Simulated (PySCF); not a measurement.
# BClFH₃O₄Si (SMILES OB(O)O[Si](O)(F)Cl): what the fields show

The calculation's input:

```
{"job": {"kind": "nmr", "xc": "PBE0", "basis": "pcSseg-1"}, "charge": 0, "multiplicity": 1}
Si     0.383885    -0.840653    -1.316812
F      1.943434    -1.042497    -1.641923
Cl    -0.574768    -2.503570    -1.981593
O      0.241952    -0.756890     0.325853
B     -0.125309     0.292422     1.121574
O     -0.429605     1.493590     0.532538
O     -0.195584     0.169883     2.468771
O     -0.200779     0.495779    -2.034724
H     -0.680893     2.168270     1.171610
H      0.044052    -0.715046     2.762702
H     -0.373946     1.209205    -1.397940
```

Launched as:

```sh
OMP_NUM_THREADS=1 python cluster_run.py task.json out
```

Geometry: PBE0-D3(BJ)/def2-SVP.

Level of theory: PBE0/pcSseg-1, SCF density, gas phase, non-relativistic (PySCF).

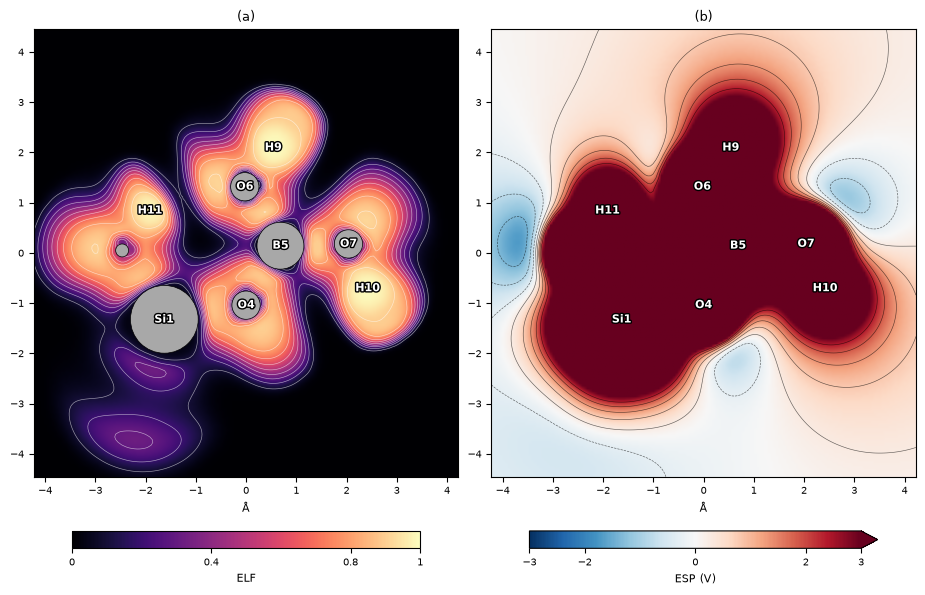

Figure 1. (a) ELF; (b) molecular electrostatic potential on the plane of atoms B5, O6 and H9. Grey discs cover the atomic cores in the ELF map.

Q: Read the bonding off the picture.

A: The section cuts through Si, O, B and H sites. B–O (1.35 Å): the ELF peaks at about 0.90 between the atoms; a polar covalent bond. Si–O (1.65 Å): the ELF peaks at about 0.85 between the atoms: a shared but strongly polarised pair. O–H (0.96 Å): the ELF climbs to about 1 towards the hydrogen, as it does in any bond to H: a covalent bond by its length. The ELF also peaks beside O4, O8 and O7, away from the bonds: lone-pair regions. Outside the dense part of the molecule the potential is most negative (−1.7 V) near O8, which lies off the plane.

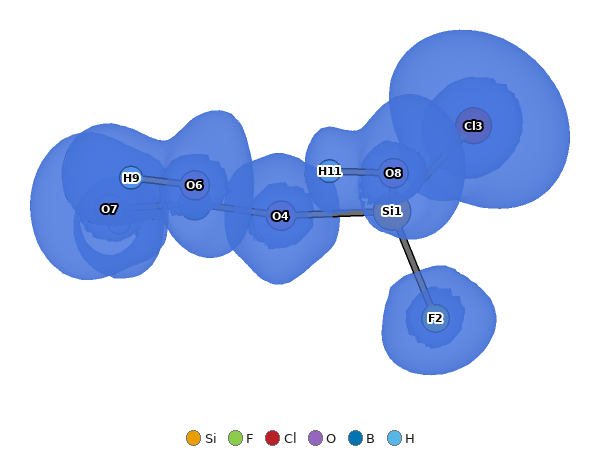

Figure 2. Isosurface of the ELF at 0.75 (blue), seen from one side. Only the valence region is drawn (cores and ρ < 0.01 e/Å³ removed).

Q: Where are the electrons localised?

A: The ELF exceeds this value in one region on Cl in which the atom's valence shell and bonds are merged, one region on O in which the atom's valence shell and bonds are merged, one region wrapped around F (its lone pairs, merged into a ring or cap) and three joined regions spread over several atoms (H, O), in which their bonds and any lone pairs are merged. Along the contacts the grid gives the following. Si–F (1.61 Å): the ELF peaks at about 0.85 in the valence shell of F, 0.6 Å from its nucleus, and is about 0.50 at the midpoint.

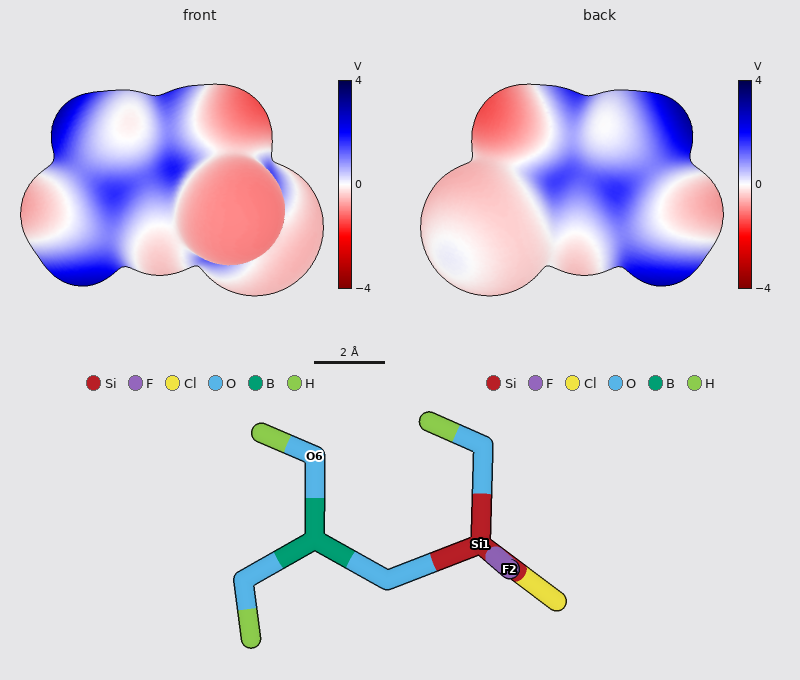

Figure 3. The molecular electrostatic potential painted on the density surface at 0.002 e/bohr³, seen from the front and from behind; the colour scale runs from red (negative) to blue (positive). The bare structure is drawn below in the same view.

Q: Describe the electrostatic potential map.

A: The most negative region (about −1.3 V, or −30 kcal/mol for a unit charge) lies over O8, the most positive (about +3.0 V, or +69 kcal/mol for a unit charge) over H9. O8 is the likeliest acceptor of a hydrogen bond.
